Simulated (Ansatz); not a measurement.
C4H9 (SMILES C[CH+]CC) (charge +1)

Input file:

```
crystal:
  periodic: [false, false, false]
  atoms:
    - {symbol: C, position_ang: [-1.635641, -0.659211, -0.472497]}
    - {symbol: C, position_ang: [-1.201026, -1.697136, -1.352955]}
    - {symbol: C, position_ang: [-1.000033, -3.091391, -0.993812]}
    - {symbol: C, position_ang: [-0.160129, -0.119859, -0.066690]}
    - {symbol: H, position_ang: [-2.152023, 0.166659, -0.966463]}
    - {symbol: H, position_ang: [-2.140292, -1.000283, 0.433057]}
    - {symbol: H, position_ang: [-0.940506, -1.408168, -2.374967]}
    - {symbol: H, position_ang: [-1.783692, -3.633035, -1.568589]}
    - {symbol: H, position_ang: [-1.132102, -3.313626, 0.066697]}
    - {symbol: H, position_ang: [-0.061017, -3.494740, -1.397137]}
    - {symbol: H, position_ang: [0.409544, -0.867796, 0.486068]}
    - {symbol: H, position_ang: [-0.386133, 0.725982, 0.590840]}
    - {symbol: H, position_ang: [0.406070, 0.242553, -0.926661]}
basis:
  gaussian: {orbitals: def2-TZVPD}
hamiltonian: {xc: {name: PBE0}}
output: {forces: true, orbitals: {seedname: orbitals}}
total_charge: 1
```

Launched as:

```sh
ansatz run input.yaml --threads 1 --pin off --max-ram 2610MiB --events-out events.jsonl --progress --plain --runs-dir runs
```

Geometry: B3LYP/6-31G*.

These are results of isolated molecule in a Gaussian basis; Kohn-Sham density functional theory, functional PBE0 in Ansatz 0.2.0, not measurements.

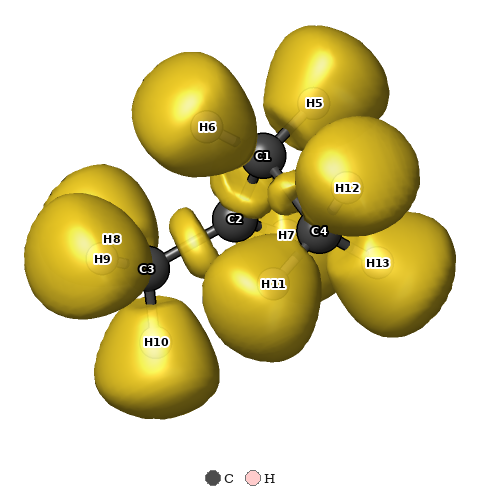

Figure 1. Isosurface of the ELF at 0.8 (yellow), seen at an oblique angle. Only the valence region is drawn (cores and ρ < 0.01 e/Å³ removed).

Describe the localisation domains.

At this value the surface marks out three regions between bonded C–C atoms (shared pairs) and nine regions around hydrogen nuclei. Profiles from the grid: C–C (1.43 Å): the ELF peaks at about 0.95 between the atoms, as expected for a covalent bond. C–H (1.09 Å): the ELF climbs to about 1 towards the hydrogen, as it does in any bond to H: an ordinary covalent bond to hydrogen.

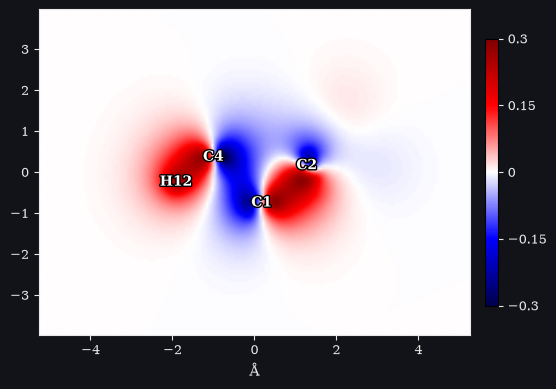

Figure 2. The HOMO−1 on the plane of atoms C2, C1 and C4 (values in Å⁻³ᐟ²; the overall sign is arbitrary).

What is the character of this orbital?

Its weight (Hirshfeld) is mainly on C1 (about 20 %), C4 (about 20 %), H6 (about 10 %), C2 (about 10 %), H13 (about 10 %) and H11 (about 10 %). Its energy is −15.74 eV.
